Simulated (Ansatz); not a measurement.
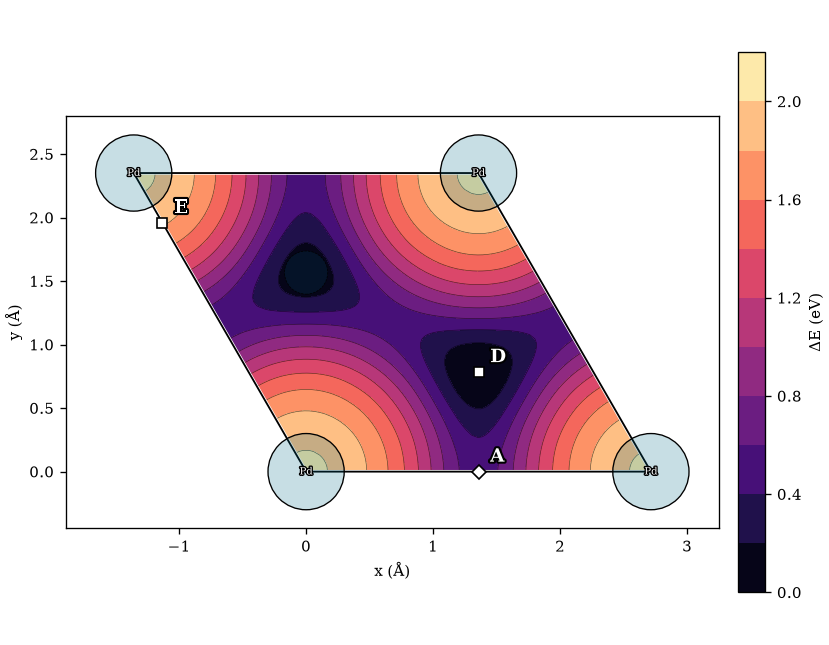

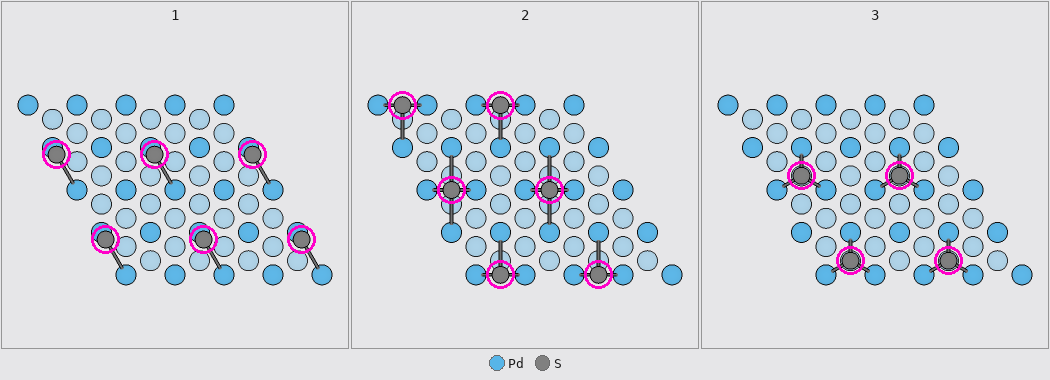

S on a Pd(111) slab cut from the Fm-3m phase, its upper half relaxed before the scan (12 atoms of substrate and one adsorbate in a 2 × 2 cell). S is moved over the surface cell; relaxed at each place: the height of the adsorbate's atoms; substrate rigid; the origin of the map has the adsorbate above Pd9. Places are given modulo a cell vector. The map is drawn in real space over the plane of the surface. The grid has 6 × 6 points; 10 points were computed and 26 follow by symmetry. Places are given in fractions of the 1 × 1 surface cell. All energies are given in eV relative to the lowest grid point. Method: DFT LDA, scalar-relativistic, plane waves, PAW (Ansatz). Settings: cutoff 420 eV, k-mesh 6×6×1, gaussian smearing 0.1 eV, no spin polarisation.

In the figure: filled contours, labelled circles for the atoms of the top layer and small ones for the second layer, the outline of one cell of the plane, lettered points. Between grid points the surface is interpolated. The numbered pictures are the structures at these points, in random order. Rings mark the moved atoms.

### Which structure belongs to which point?

A is structure 2: a bridge site between two Pd atoms, (3/6, 0/6) of the cell vectors, 0.50 eV; D is structure 3: a threefold hollow over a third-layer Pd atom, (4/6, 2/6) of the cell vectors, 0.00 eV; E is structure 1: (0/6, 5/6) of the cell vectors [nearest 1 Pd at 2.07 Å], 1.82 eV.
